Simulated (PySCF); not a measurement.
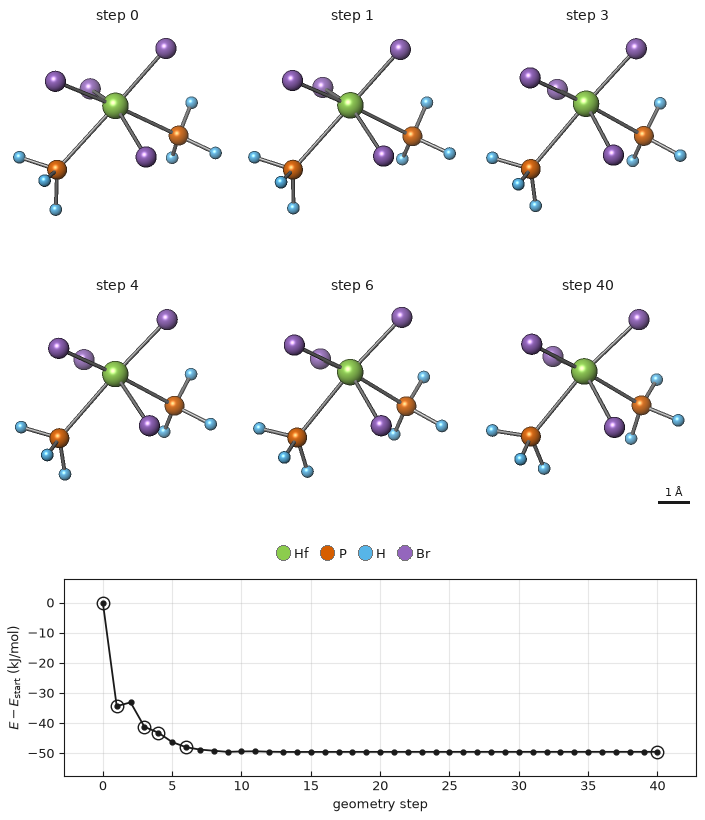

Frames of a relaxation of HfP$_{2}$H$_{6}$Br$_{4}$, marked on the history of the run. The picture is a ball-and-stick view, seen at a tilt.

The start comes from GFN2-xTB. Its atoms were then displaced at random by about 0.03 Å.

Computed with PBE0-D3(BJ)/def2-SVP geometry optimisation, gas phase in PySCF. 

Question: What happens along the run?

Answer: The relaxation stopped without meeting its thresholds, so the last structure isn't shown to be converged. An H atom moves most after the best rigid fit: 0.77 Å. By element the largest moves are H 0.77 Å, Br 0.39 Å, P 0.25 Å, Hf 0.20 Å. Some distances before and after: Br–Hf 2.426 → 2.568 Å, Br–Hf 2.599 → 2.508 Å, Br–Hf 2.629 → 2.564 Å, H–P 1.354 → 1.417 Å. Among the angles between lasting bonds that change: Hf–P–H 135.2° → 116.7°, Hf–P–H 132.9° → 119.1°, Hf–P–H 104.7° → 116.5°. Over 40 geometry steps the energy falls by 49.5 kJ/mol. From step 0 to 1: H atoms move most (0.17 Å), energy −34.4 kJ/mol. From step 1 to 3: an H atom moves most (0.27 Å), energy −6.88 kJ/mol. From step 3 to 4: a Br atom moves most (0.26 Å), energy −1.92 kJ/mol. From step 4 to 6: an H atom moves most (0.27 Å), energy −4.83 kJ/mol. From step 6 to 40: an H atom moves most (0.24 Å), energy −1.54 kJ/mol.

```json
{"step": "0", "E − E(0), kJ/mol": "0.00"}
{"step": "1", "E − E(0), kJ/mol": "-34.37"}
{"step": "2", "E − E(0), kJ/mol": "-33.11"}
{"step": "3", "E − E(0), kJ/mol": "-41.25"}
{"step": "4", "E − E(0), kJ/mol": "-43.17"}
{"step": "5", "E − E(0), kJ/mol": "-46.29"}
{"step": "6", "E − E(0), kJ/mol": "-48.00"}
{"step": "7", "E − E(0), kJ/mol": "-48.79"}
{"step": "8", "E − E(0), kJ/mol": "-49.18"}
{"step": "9", "E − E(0), kJ/mol": "-49.55"}
{"step": "10", "E − E(0), kJ/mol": "-49.41"}
{"step": "12", "E − E(0), kJ/mol": "-49.50"}
{"step": "13", "E − E(0), kJ/mol": "-49.56"}
{"step": "15", "E − E(0), kJ/mol": "-49.57"}
{"step": "16", "E − E(0), kJ/mol": "-49.56"}
{"step": "18", "E − E(0), kJ/mol": "-49.55"}
{"step": "19", "E − E(0), kJ/mol": "-49.55"}
{"step": "21", "E − E(0), kJ/mol": "-49.55"}
{"step": "23", "E − E(0), kJ/mol": "-49.55"}
{"step": "24", "E − E(0), kJ/mol": "-49.55"}
{"step": "26", "E − E(0), kJ/mol": "-49.54"}
{"step": "27", "E − E(0), kJ/mol": "-49.54"}
{"step": "29", "E − E(0), kJ/mol": "-49.54"}
{"step": "31", "E − E(0), kJ/mol": "-49.54"}
{"step": "32", "E − E(0), kJ/mol": "-49.54"}
{"step": "34", "E − E(0), kJ/mol": "-49.54"}
{"step": "35", "E − E(0), kJ/mol": "-49.54"}
{"step": "37", "E − E(0), kJ/mol": "-49.54"}
{"step": "38", "E − E(0), kJ/mol": "-49.54"}
{"step": "40", "E − E(0), kJ/mol": "-49.54"}
```
